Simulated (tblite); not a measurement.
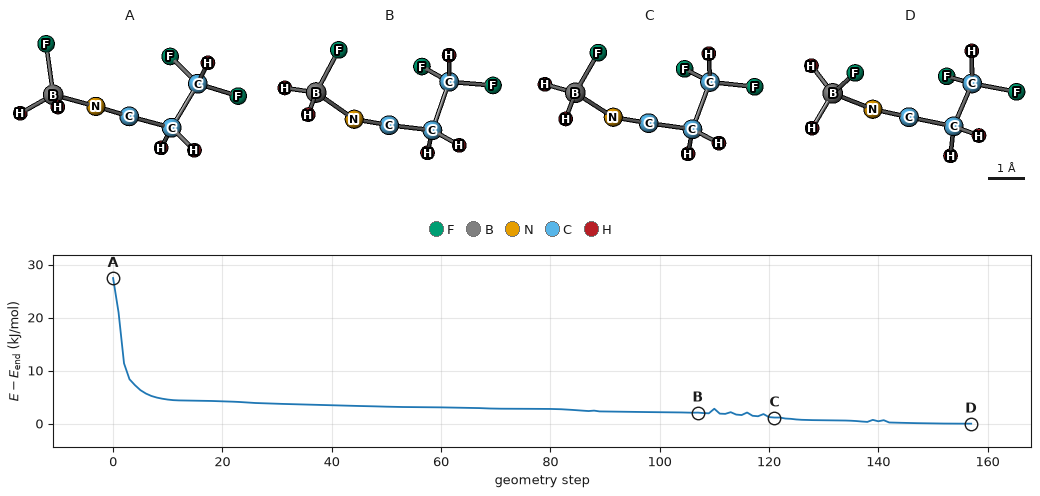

Frames of a relaxation of C3H5BF3N, marked on the history of the run. A ball-and-stick model, seen at a tilt.

All numbers below come from GFN2-xTB geometry optimisation, gas phase (tblite 0.8.0). 

Q: Describe the path.

A: An F atom moves most after the best rigid fit: 1.61 Å. Largest moves by element: F 1.61 Å, H 1.41 Å, C 0.22 Å, N 0.17 Å, B 0.04 Å. Some distances before and after: B–F 1.466 → 1.393 Å, B–N 1.473 → 1.518 Å, C–C 1.468 → 1.432 Å, C–F 1.378 → 1.350 Å. Among the angles between lasting bonds that change: B–N–C 178.6° → 165.2°, H–B–H 109.9° → 116.1°, F–B–N 109.4° → 103.5°. After 157 geometry steps the energy has fallen by 27.5 kJ/mol. From step 0 to 107: an F atom moves most (0.98 Å), energy −25.4 kJ/mol. From step 107 to 121: an F atom moves most (0.22 Å), energy −0.93 kJ/mol. From step 121 to 157: an F atom moves most (0.84 Å), energy −1.15 kJ/mol.

```csv
step,"E − E(0), kJ/mol"
0,0.00
1,-6.49
2,-16.08
3,-19.08
4,-20.19
5,-21.13
6,-21.77
7,-22.23
8,-22.53
9,-22.75
10,-22.91
18,-23.17
25,-23.50
33,-23.79
41,-24.00
49,-24.23
56,-24.33
64,-24.45
72,-24.64
80,-24.67
87,-25.07
95,-25.24
103,-25.32
111,-25.56
118,-26.05
126,-26.72
134,-26.86
142,-27.23
149,-27.39
157,-27.45
```
